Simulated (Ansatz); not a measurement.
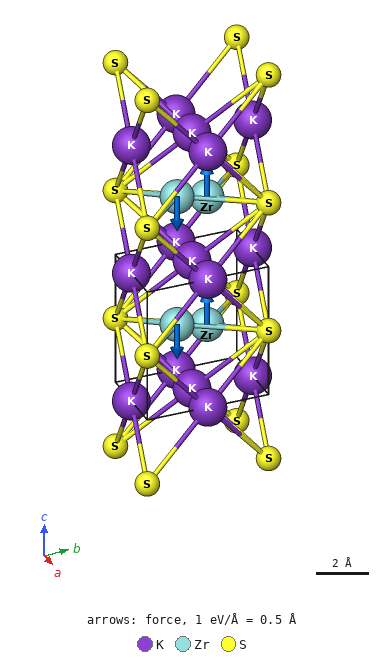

Starting geometry of a crystal of K₃Zr₂S (a generated structure, set up in P-3m1) (coarse preliminary run) with the computed forces as blue arrows. A ball-and-stick model of the cell of the calculation, repeated 1 × 1 × 2 with one cell outlined, seen slightly off an axis.

The calculation used DFT PBE, scalar-relativistic, plane waves, PAW (Ansatz).

The input:
```yaml
crystal:
  lattice:
    - [6.22721305, 0.0, 0.0]
    - [-3.11360653, 5.3929247, 0.0]
    - [0.0, 0.0, 5.0743747]
  atoms:
    - { symbol: K, position: [0.5, 0.0, 0.0] }
    - { symbol: K, position: [0.0, 0.5, 0.0] }
    - { symbol: K, position: [0.5, 0.5, 0.0] }
    - { symbol: Zr, position: [0.33333333, 0.66666667, 0.41797741] }
    - { symbol: Zr, position: [0.66666667, 0.33333333, 0.58202259] }
    - { symbol: S, position: [0.0, 0.0, 0.5] }
basis:
  ecutwfc: 420
kpoints:
  mp_grid: { grid: [3, 3, 4] }
hamiltonian:
  xc: pbe
scf:
  occupations: { method: gaussian, width: 0.1 }
  lower_state_search: "off"
output:
  forces: true
  stress: true
  eigenvalues: true
relax:
  adjacent_minimum: "off"
  f_tol: 0.04
  max_steps: 70
  cell: { stress_tol: 0.4 }
```

Command:
```bash
ansatz run input.yaml --threads 1 --pin off --max-ram 2560MiB --backend cpu --events-out ev --progress --plain --runs-dir out
```

What follows when this structure is relaxed?

Answer. It isn't relaxed: the largest force vector, on Zr atoms, is 2.78 eV/Å. The atoms end up moving mostly along the starting forces (cosine between the two patterns 1.00). The largest moves relative to the cell, 0.54 Å, are those of Zr4 and Zr5. Zr5 goes along −c. S and K stay in place. The volume changes by +11.2 %, with a = b 6.227 → 5.770 Å (−7.3 %), c 5.074 → 6.572 Å (+29.5 %). Near-neighbour distances that change, for instance: K1–Zr4 2.780 → 3.684 Å, Zr4–Zr5 3.690 → 3.331 Å, K1–S6 4.016 → 4.373 Å, Zr4–S6 3.619 → 3.331 Å. The space group (tolerance 0.01 Å) goes from P-3m1 (No. 164) to P6/mmm (No. 191). Over 7 accepted moves (9 points after the start) the energy falls by 582 meV per atom. The largest force component goes from 2.8 to under 0.0001 eV/Å. Pressure: 3.88 GPa at the start and 0.07 GPa at the end. The SCF was repeated twice at an unchanged geometry on a basis and grid sized afresh for the cell, which shifted the energy by 7.5 meV per atom at most.
